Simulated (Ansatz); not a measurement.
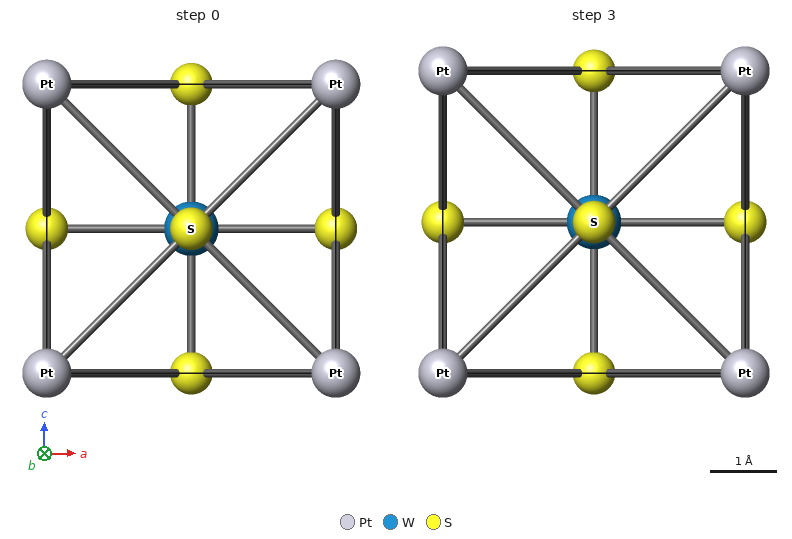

The structure of crystalline PtWS3 (a generated structure, set up in Pm-3m) (coarse preliminary run) before (left) and after (right) a relaxation, at one scale.

Style: ball-and-stick. Shown: the cell of the calculation, along the b axis.

Theory: DFT PBE, scalar-relativistic, plane waves, PAW (Ansatz 0.2.0). Set-up: plane-wave cutoff 420 eV; k-point mesh 4 × 4 × 4; occupations gaussian; smearing width 0.1 eV; no spin polarisation; cell and atoms relaxed; force threshold 0.04 eV/Å; at most 70 steps.

Q: Summarise the run.

A: After 2 accepted moves (3 points after the start) the energy has fallen by 134 meV per atom. All forces vanish by symmetry, so only the cell relaxes. The pressure goes from 19.65 to −0.33 GPa. At 1 point the geometry stayed and the basis and grid were re-selected for the new cell (energy shift of 0.5 meV per atom at most each time). The atoms keep their places relative to the cell (all moves are under 0.005 Å). Cell: a = b = c 4.445 → 4.650 Å (+4.6 %). Volume +14.5 %. Some distances before and after: Pt–S 3.143 → 3.288 Å, S–W 2.222 → 2.325 Å. The space group stays Pm-3m (No. 221).
